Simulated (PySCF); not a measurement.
## Electronic structure of C₅H₁₀N₂Si₂ (SMILES C#C[SiH2]NCC[SiH2]C#N) in real space

```xyz
19

C     2.0796    1.5392    1.3753
C     2.1382    0.5013    0.7700
Si    2.1403   -1.0985   -0.1813
N     0.5789   -1.6184   -0.6940
C    -0.2051   -0.9146   -1.6761
C    -0.7883    0.4143   -1.1797
Si   -1.8318    0.2264    0.3951
C    -2.6522    1.8795    0.6860
N    -3.1561    2.8918    0.8687
H     2.0433    2.4486    1.9045
H     2.6121   -2.1631    0.7036
H     2.9195   -0.8898   -1.4039
H    -0.0022   -2.0791   -0.0102
H    -1.0198   -1.5654   -2.0129
H     0.4447   -0.7199   -2.5350
H    -1.3848    0.8516   -1.9834
H     0.0365    1.1030   -0.9836
H    -2.9181   -0.7454    0.2125
H    -1.0445   -0.0522    1.5984
```

Geometry: GFN2-xTB.

The calculation used PBE0/pcSseg-1, SCF density, gas phase, non-relativistic (PySCF).

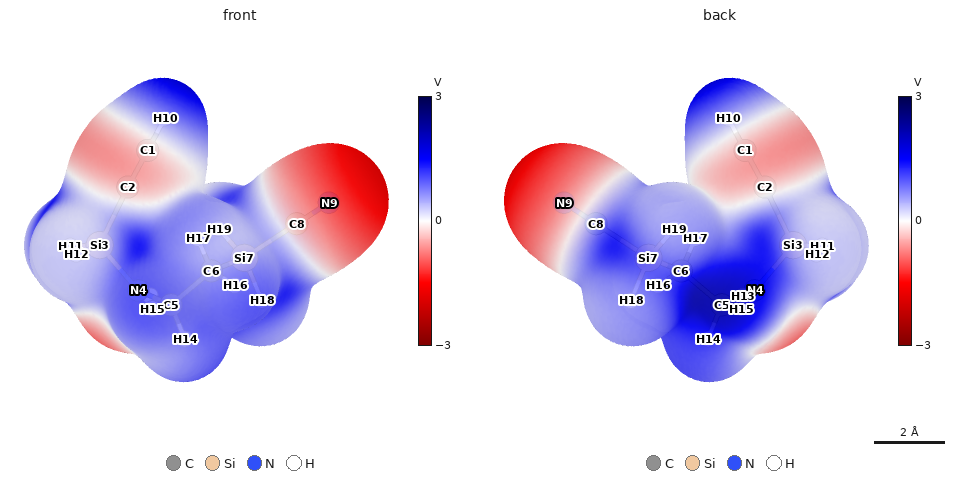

Figure 1. The molecular electrostatic potential painted on the density surface at 0.002 e/bohr³, seen from the front and from behind; the colour scale runs from red (negative) to blue (positive).

Describe the electrostatic potential map.

Answer. The most negative region (about −1.8 V) lies over N9, the most positive (about +2.1 V) over Si7 and H13. N9 is the likeliest acceptor of a hydrogen bond.

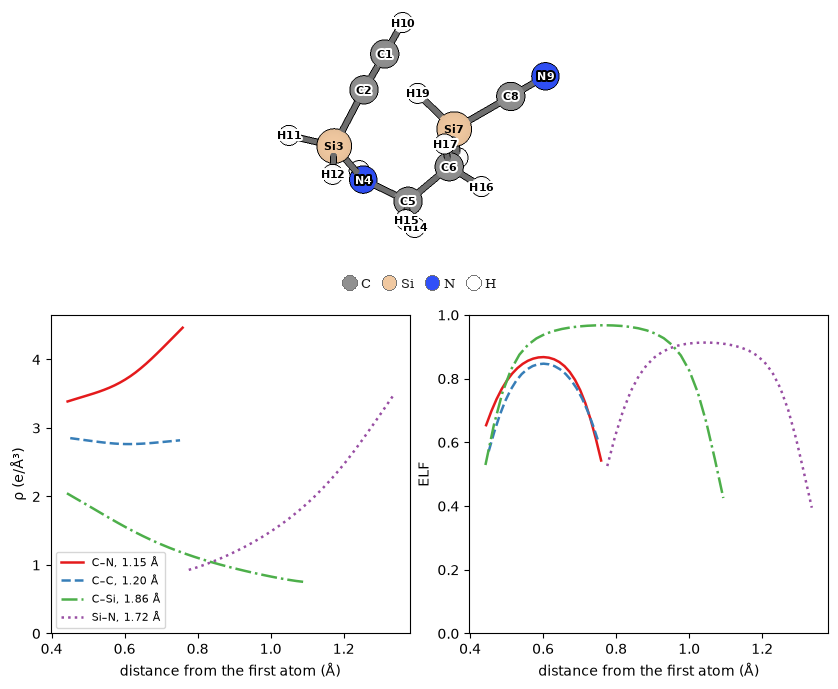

Figure 2. Electron density and ELF along straight lines between neighbouring atoms. The curves leave out the atomic cores. The structure is drawn too.

Compare the contacts.

Answer. C–N (1.15 Å): the density is about 3.6 e/Å³ at the midpoint; the ELF peaks at about 0.85 between the atoms: a short, multiple covalent bond.
C–C (1.20 Å): ρ at the midpoint is about 2.8 e/Å³; the ELF peaks at about 0.85 between the atoms: a multiple bond.
C–Si (1.86 Å): ρ is about 0.91 e/Å³ halfway; the ELF peaks at about 0.95 between the atoms (a shared electron pair).
Si–N (1.72 Å): ρ at the midpoint is about 1.1 e/Å³; the ELF peaks at about 0.90 between the atoms (a shared but strongly polarised pair).
